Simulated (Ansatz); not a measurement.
The structure below was relaxed with Kohn–Sham DFT with the r2SCAN functional, run in Ansatz (a quantum-chemistry and plane-wave program) with PAW and 500 eV plane waves, no SOC.

```
CELL_PARAMETERS angstrom
      6.39747    -1.73942     0.00000
      6.39747     1.73942     0.00000
     -2.12616     0.00000     7.99877
ATOMIC_POSITIONS crystal
  In 0.55670 0.55670 0.10641
  In 0.21972 0.21972 0.45120
  In 0.89233 0.89233 0.77446
  In 0.27517 0.27517 0.04890
  In 0.94718 0.94718 0.39209
  Ga 0.61227 0.61227 0.72490
  N  0.75503 0.75503 0.88787
  N  0.42940 0.42940 0.23312
  N  0.09726 0.09726 0.59344
  N  0.15278 0.15278 0.18517
  N  0.81812 0.81812 0.51324
  N  0.49444 0.49444 0.83881
```

Problem. Find the space group and the Wyckoff positions.

Solution. Space group Cm (No. 8); a = 12.795 Å, b = 3.479 Å, c = 8.277 Å, α = 90.00°, β = 104.89°, γ = 90.00°

```tsv
atom	site	symmetry	x	y	z
In	2a	m	0.4433	0.0000	0.8936
In	2a	m	0.2803	0.5000	0.5488
In	2a	m	0.1077	0.0000	0.2255
In	2a	m	0.2248	0.5000	0.9511
In	2a	m	0.0528	0.0000	0.6079
Ga	2a	m	0.3877	0.0000	0.2751
N	2a	m	0.2450	0.0000	0.1121
N	2a	m	0.0706	0.5000	0.7669
N	2a	m	0.4027	0.5000	0.4066
N	2a	m	0.3472	0.5000	0.8148
N	2a	m	0.1819	0.0000	0.4868
N	2a	m	0.0056	0.5000	0.1612
```

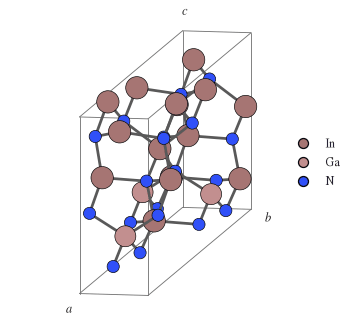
Figure. The conventional cell

Each cell is one ordered arrangement of few atoms, which overstates ordering effects compared with a random alloy. Whether these cells are dynamically stable was not tested. The cell was made from GaN by this change: x(In) = 0.833, 12 atoms, Cm.
